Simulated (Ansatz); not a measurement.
System: ClFOSW (SMILES [O]=[W]([F])(=[S])[Cl]).

The calculation's input:

```
crystal:
  periodic: [false, false, false]
  atoms:
    - {symbol: Cl, position_ang: [-0.187496, 2.180197, -0.102038]}
    - {symbol: F, position_ang: [1.793944, -0.675038, -0.334415]}
    - {symbol: O, position_ang: [-0.344188, -0.534186, 1.611373]}
    - {symbol: S, position_ang: [-1.298582, -0.984761, -1.266293]}
    - {symbol: W, position_ang: [0.086224, -0.059912, 0.050073]}
basis:
  gaussian: {orbitals: def2-TZVPD}
hamiltonian: {xc: {name: PBE0}}
output: {forces: true, orbitals: {seedname: orbitals}}
```

Launched as:

```sh
ansatz run input.yaml --threads 2 --pin off --max-ram 5220MiB --events-out events.jsonl --progress --plain --runs-dir runs
```

Geometry: PBE0-D4/def2-SVP; core potentials replace the inner electrons of W.

These are results of Ansatz, isolated molecule in a Gaussian basis; Kohn-Sham density functional theory, functional PBE0, not measurements.

What can the converged electron density and electron localisation function tell about the bonding?

Answer. W–O (1.69 Å): ρ is about 1.9 e/Å³ halfway; the ELF peaks at about 0.80 in the valence shell of O, 0.5 Å from its nucleus, and drops to about 0.40 between the two atoms.
W–Cl (2.26 Å): ρ at the midpoint is about 0.77 e/Å³; the ELF peaks at about 0.85 in the valence shell of Cl, 0.9 Å from its nucleus, and is about 0.45 at the midpoint.

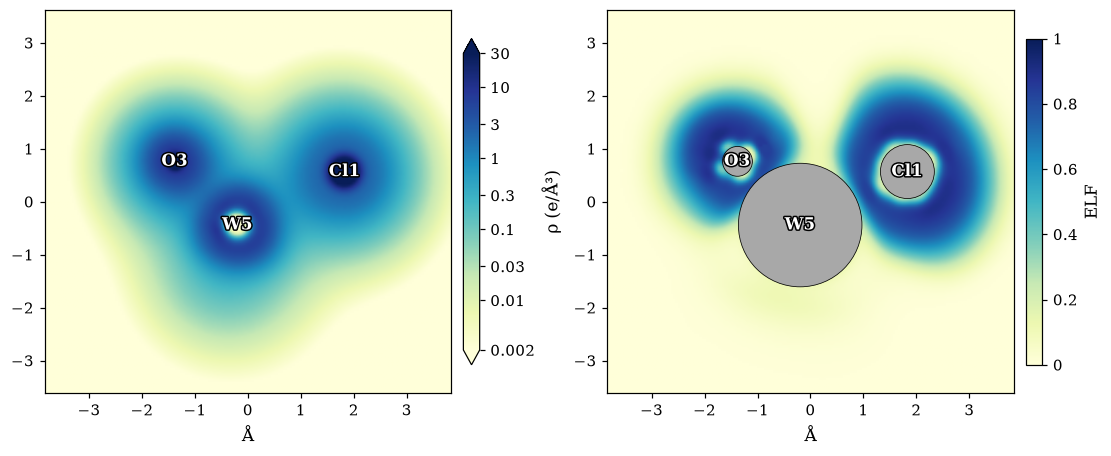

Computed electron density and electron localisation function on the plane of atoms Cl1, W5 and O3, in this order. Grey discs cover the atomic cores in the ELF map. 
